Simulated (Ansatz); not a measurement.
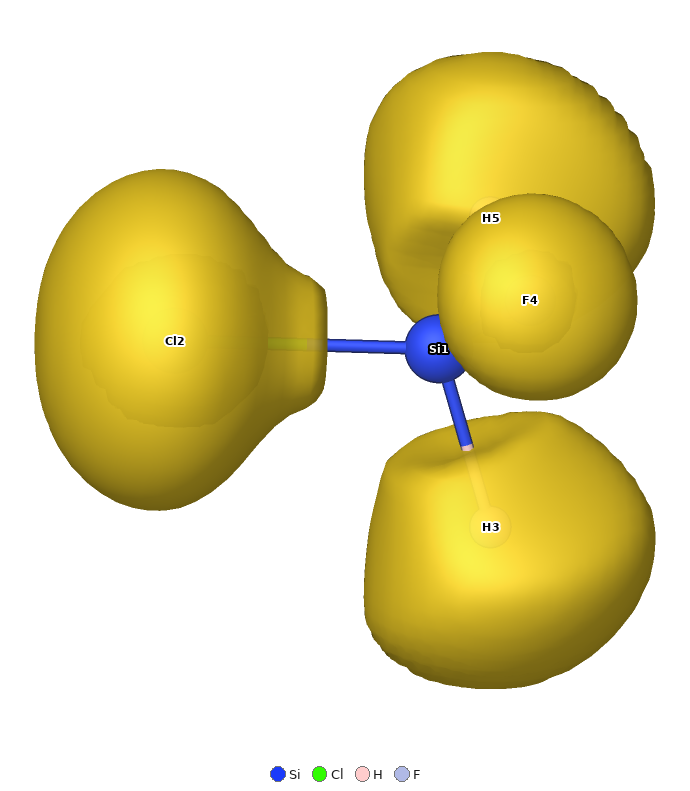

The picture shows: ClFH2Si. Isosurface of the electron localisation function at 0.75 (yellow), seen from one side. Only the valence region is drawn (cores and ρ < 0.01 e/Å³ removed).

All numbers below come from Ansatz 0.2.0, RKS revPBE/def2-SVP.

```yaml
atoms:
  - { symbol: Si, position_ang: [0.0104, -0.0176, 0.0119] }
  - { symbol: Cl, position_ang: [0.0036, -0.0062, 2.0849] }
  - { symbol: H, position_ang: [1.4260, 0.0297, -0.4681] }
  - { symbol: F, position_ang: [-0.7616, 1.3198, -0.5324] }
  - { symbol: H, position_ang: [-0.7383, -1.2198, -0.4683] }
```

> Identify the bonds, lone pairs and shells in this picture.

The surface consists of two regions around hydrogen nuclei, one region on Cl in which the atom's valence shell and bonds are merged and one region wrapped around F (its lone pairs, merged into a ring or cap). Along the contacts the grid gives the following. Si–F (1.64 Å): the ELF peaks at about 0.85 in the valence shell of F, 0.6 Å from its nucleus, and is about 0.50 at the midpoint. Si–Cl (2.07 Å): the ELF peaks at about 0.90 between the atoms, as expected for a polar covalent bond.
